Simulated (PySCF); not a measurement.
**CH$_{4}$FGa, SMILES `[CH3][GaH][F]`: what the electrons do**

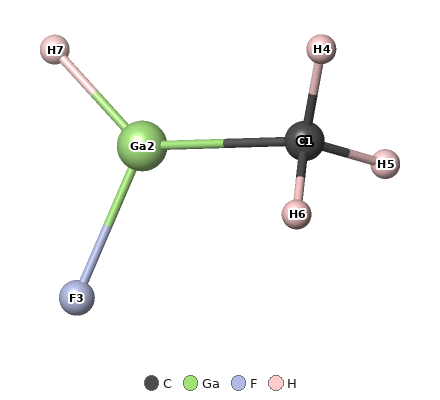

The molecule, with its atoms numbered as below. No frequency check shows the geometry to be a minimum.

Coordinates in Å:

```
C1       1.7537   -0.4620    0.0014
Ga2     -0.1078    0.3368    0.0000
F3      -1.4100   -0.8361   -0.0000
H4       2.5050    0.2087    0.4157
H5       2.0406   -0.7290   -1.0173
H6       1.7082   -1.3774    0.5959
H7      -0.7443    1.7550   -0.0022
```

Part 1: Bonding charge

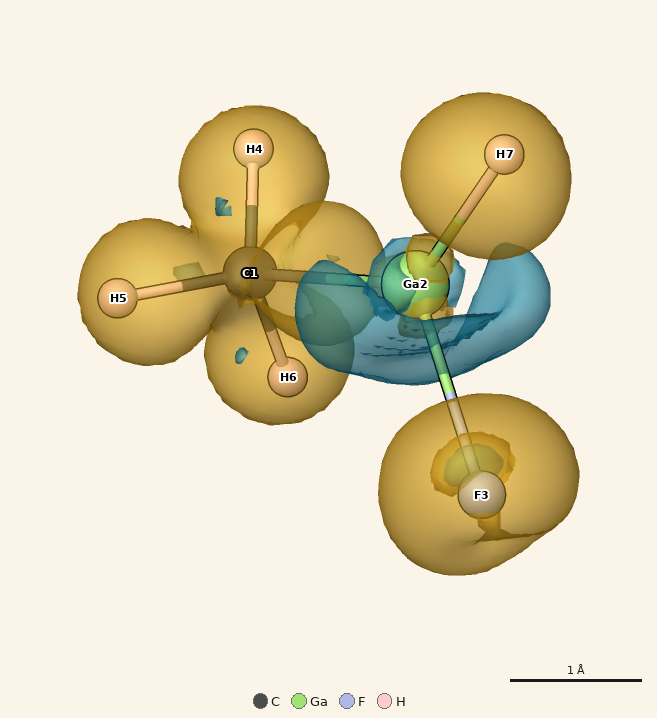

Deformation density (molecule less spherical, spin-averaged free atoms at the same positions), surfaces at ±0.08 e/Å³; yellow: gain, teal: loss.

Computed with PySCF, B3LYP/def2-SVPD, geometry: GFN2-xTB.

Question: How much density has each bond gained at its critical point, relative to the free atoms?

Answer: C1–H4: +0.65 e/Å³ at the bond critical point (bond length 1.09 Å). C1–H6: +0.64 e/Å³ at the bond critical point (bond length 1.09 Å). C1–H5: +0.64 e/Å³ at the bond critical point (bond length 1.09 Å). Ga2–H7: +0.22 e/Å³ at the bond critical point (bond length 1.55 Å). C1–Ga2: +0.16 e/Å³ at the bond critical point (bond length 2.03 Å). Ga2–F3: −0.02 e/Å³ at the bond critical point (bond length 1.75 Å); up to 0.6 Å beside the axis the gain reaches +0.16 e/Å³. In all, 1.5 electrons gather in the regions of gain relative to the promolecule. A small or negative value marks a very polar bond, one between electron-rich atoms, whose free-atom densities already overlap strongly, a long bond to a heavier atom, or a closed-shell contact such as a hydrogen bond.

Part 2: Electrostatic potential

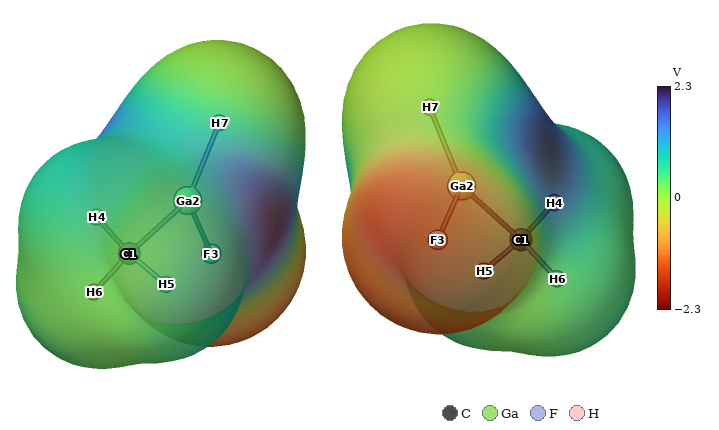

Electrostatic potential on the surface of electron density 0.001 a.u. (back view left, front view right).

Question: Where are the extremes of the potential on the surface?

Answer: Highest: 2.30 V, over Ga2, off the plane of its three bonds (1.9 Å). Lowest: −1.56 V, 1.7 Å from F3. Further minima include 0.07 V, near H6 (1.87 Å), H4 (1.91 Å), C1 (2.01 Å) and H5 (2.02 Å). The surface is sampled at points, so like sites can differ by a few per cent and only the strongest of them is named.

Part 3: Localised orbitals

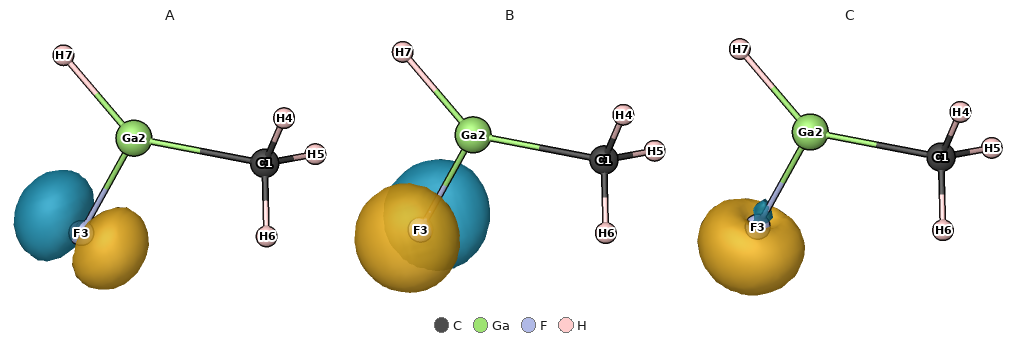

Intrinsic bond orbitals (IBO), occupied; each surface holds about 80 % of the orbital's density. Energies are diagonal elements of the Fock matrix.

PySCF calculation, ωB97X/def2-TZVP, gas phase; geometry: GFN2-xTB.

Question: What does each orbital represent in a Lewis picture?

Answer: By panel:
- A: lone pair on F3 (p-type) (F3 98 %; −13.2 eV)
- B: lone pair on F3 (p-type) (F3 95 %, Ga2 5 %; −13.2 eV)
- C: lone pair on F3 (sp1-type) (F3 100 %; −21.9 eV)
